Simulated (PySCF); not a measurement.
# SiH2Cl2 (dichlorosilane (DCS)): CCSDT/STO-6G

Aim: a single-point energy of SiH2Cl2 (dichlorosilane (DCS)). The job is set up through a Python script.

The results are computed with PySCF 2.14.0.

11 further runs of the same task are left out: 11 set aside as unsound or not needed.

### 1 The system as given

The species is SiH2Cl2 (5 atoms), meant as a singlet with charge 0. As SMILES, `Cl[SiH2]Cl`. The Si2–Cl3 distance was set to 3.672 Å, away from the relaxed value. At this shape a bond of the SMILES string is far longer than usual.

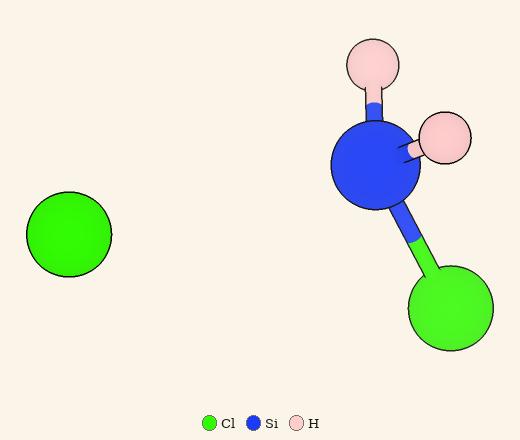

Viewed from a chosen angle; chlorine green, silicon blue, hydrogen pink.

### 2 A single-point energy at CCSDT/STO-6G

Input file job.py:

```python
from pyscf import gto, cc

mol = gto.M(
    atom='''
Cl      -0.287293      -1.408209       2.645390
Si       0.885607      -1.086509       1.007190
Cl      -0.799200       1.196800      -1.324000
H        1.100807      -2.377009       0.324890
H        2.145307      -0.458209       1.449490
''',
    basis='sto-6g',
    max_memory=1860,
    spin=0,
    charge=0,
    verbose=3,
)

hf = mol.RHF()
hf.conv_tol = 1e-10
hf.kernel()
if not hf.converged:
    hf = hf.newton().run(hf.mo_coeff, hf.mo_occ)

mycc = cc.CCSDT(hf, frozen=15)
mycc.kernel()
e_final = mycc.e_tot
print('Final energy', e_final)
```

Command:

```bash
$ OMP_NUM_THREADS=1 python job.py
```

What values should one expect? Wanted: total energy; dipole moment; HOMO energy; LUMO energy; HOMO–LUMO gap; correlation energy; T1 diagnostic.

Answer, from the run:

Level: CCSDT/STO-6G, 15 core orbitals frozen.

| quantity | value |
| --- | --- |
| total energy | -1205.04594 Eh |
| dipole moment (Hartree–Fock density) | 7.78 D |
| HOMO energy (Hartree–Fock orbitals) | -6.18 eV |
| LUMO energy (Hartree–Fock orbitals) | -0.48 eV |
| HOMO–LUMO gap (Hartree–Fock orbitals) | 5.71 eV |
| correlation energy (15 core orbitals frozen) | -147.0 mEh |
| T1 diagnostic | 0.089 |

**Reading.** The T1 diagnostic of 0.089 is above the customary mark for such species, so a single reference may not serve.
